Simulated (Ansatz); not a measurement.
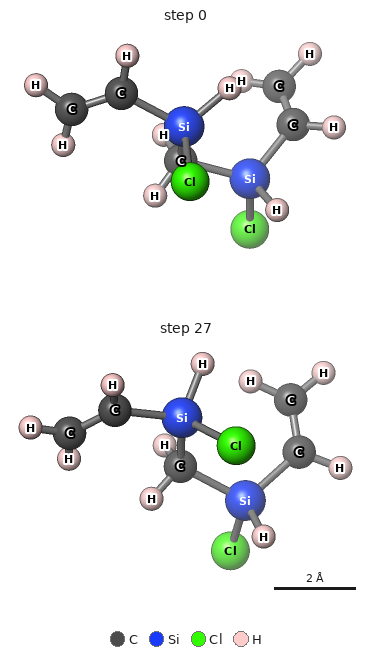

The structure of C5H10Cl2Si2 (coarse preliminary run) before (top) and after (bottom) a relaxation, at one scale.

Style: ball-and-stick. Shown from a free direction.

The start comes from a force field.

Level of theory: RKS PBE-D4/def2-SVP in Ansatz. Settings: force threshold 0.03 eV/Å; at most 200 steps.

> Describe what moved and what it gained.

Over 26 accepted moves (27 points after the start) the energy falls by 16.4 kcal/mol. Largest force component: 3.4 eV/Å at the start, 0.02 eV/Å at the end. The line search rejected the trial step at point 7 of the run. The largest move after the best rigid fit is that of a Cl atom, 1.71 Å. Largest moves by element: Cl 1.71 Å, H 1.42 Å, Si 0.60 Å, C 0.59 Å. Among the contacts that change: C–H 1.041 → 1.104 Å, C–Si 1.812 → 1.873 Å, C–Si 1.827 → 1.886 Å, Cl–Si 2.057 → 2.102 Å. Among the angles between lasting bonds that change: Si–C–Si 105.0° → 116.9°, C–Si–Cl 101.7° → 107.9°, Si–C–H 112.0° → 106.2°. Groups turn about C–Si by about 45°, C–Si by about 40°, C–Si by about 30°. The run took about 40 s of wall time on a shared GPU.
